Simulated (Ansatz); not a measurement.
# WSi2 (MoSi2 type, space group I4/mmm): map of one atom of the cell

WSi2 (MoSi2 type, space group I4/mmm)

```yaml
crystal:
  lattice:
    - [-1.61458, 1.61458, 3.93362]
    - [1.61458, -1.61458, 3.93362]
    - [1.61458, 1.61458, -3.93362]
  atoms:
    - { symbol: W, position: [0.00000, 0.00000, 0.00000] }
    - { symbol: Si, position: [0.33458, 0.33458, 0.00000] }
    - { symbol: Si, position: [0.66542, 0.66542, 0.00000] }
```

Two-dimensional scan of atom 1 (W, nearest neighbour Si at 2.628 Å; its periodic images, 3.2 Å or more away, move with it): u runs along (0.707, 0.707, 0.000), v along (0.000, 0.000, 1.000) (Cartesian). Cell and other atoms are fixed.

Calculation: PBE (plane waves to 420 eV, PAW, scalar-relativistic; Ansatz, a first-principles code). k mesh 16×16×16 (Γ-centred), Fermi-Dirac smearing 0.05 eV. E stands for the smeared free energy. Stress and pressure are positive under compression. With partly filled bands, energies and forces of such displacements shift with the k mesh and the smearing. Spin-orbit coupling is left out, though W is heavy. WSi2 is run without spin polarisation. WSi2 was relaxed with its symmetry unable to fall. ΔE is measured from the undisplaced structure. Axes are in Å.

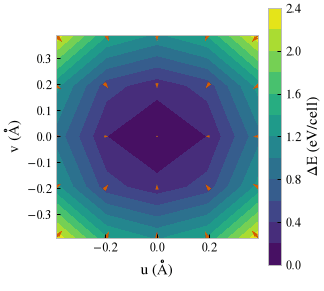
Figure. ΔE (eV/cell) over the plane, with arrows for the in-plane force on the moved atom.

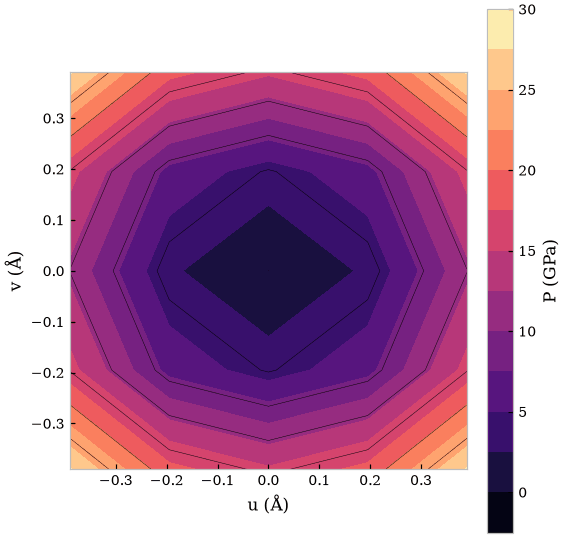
*P (GPa) over the 5×5 grid of computed points.*

Softest direction at the centre: along u. Principal force constants in the plane (five-point differences of the forces): 10.2 and 13.8 eV/Å². Centre of the map: a minimum. Lowest place on the grid: u = 0.000 Å, v = 0.000 Å (0 meV/cell). Highest place on the grid, met at several equal points: u = -0.390 Å, v = -0.390 Å; u = 0.390 Å, v = -0.390 Å; u = -0.390 Å, v = 0.390 Å; u = 0.390 Å, v = 0.390 Å (2337 meV/cell).

(For displaced atoms, the force is minus the slope of the energy, and its curvature is a force constant, which sets phonon frequencies.)
